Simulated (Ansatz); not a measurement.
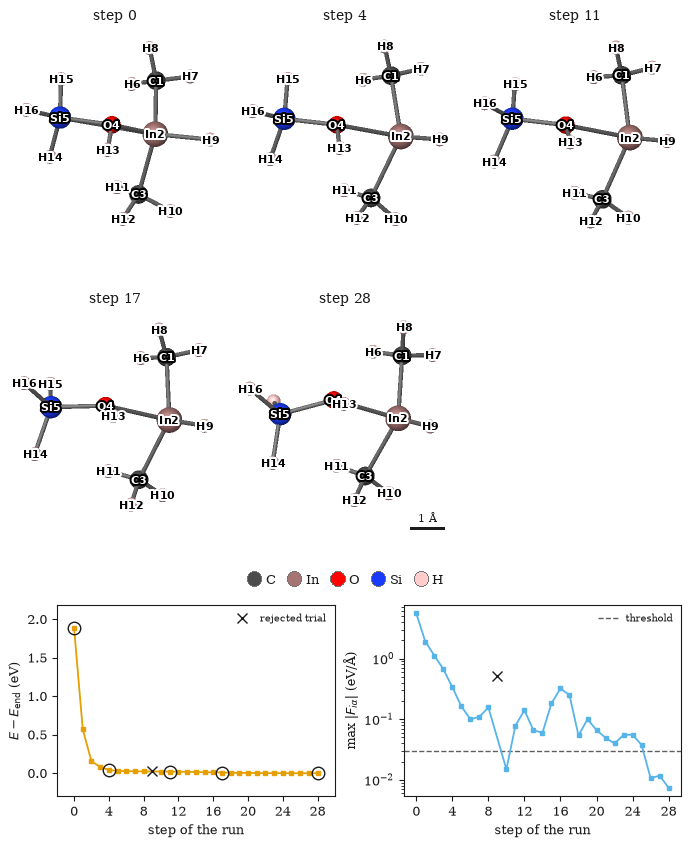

Frames of a relaxation of C₂H₁₁InOSi (coarse preliminary run), marked on the history of the run. The picture is a ball-and-stick view, seen from a free direction.

The start comes from a force field.

Method: RKS PBE-D4/def2-SVP (Ansatz 0.2.0). Settings: force threshold 0.03 eV/Å; at most 200 steps.

### What happens along the run?

The energy falls by 1.887 eV in 27 accepted moves (28 points after the start). Largest force component: 5.5 eV/Å at the start, 0.0074 eV/Å at the end. The line search rejected the trial step at point 9 of the run. The forces were under the threshold at step 10, but the run went on from there. The atom that moves furthest after the best rigid fit is H15 (1.36 Å). Largest moves by element: H 1.36 Å, C 0.54 Å, Si 0.53 Å, In 0.50 Å, O 0.47 Å. Near-neighbour distances that change, for instance: In2–Si5 2.984 → 3.720 Å, In2–O4 1.962 → 2.473 Å, In2–H9 1.847 → 1.769 Å, Si5–H14 1.426 → 1.502 Å. Among the angles between lasting bonds that change: In2–O4–Si5 105.8° → 124.5°, O4–In2–H9 107.3° → 89.0°, C3–In2–O4 109.3° → 93.8°. The run took 65 s on 4 threads of Arm Neoverse V2 (shared host). From step 0 to 4: In2 moves most (0.55 Å), energy −1.846 eV. From step 4 to 11: H14 moves most (0.33 Å), energy −0.020 eV. From step 11 to 17: H15 moves most (0.57 Å), energy −0.012 eV. From step 17 to 28: H15 moves most (0.55 Å), energy −0.009 eV.
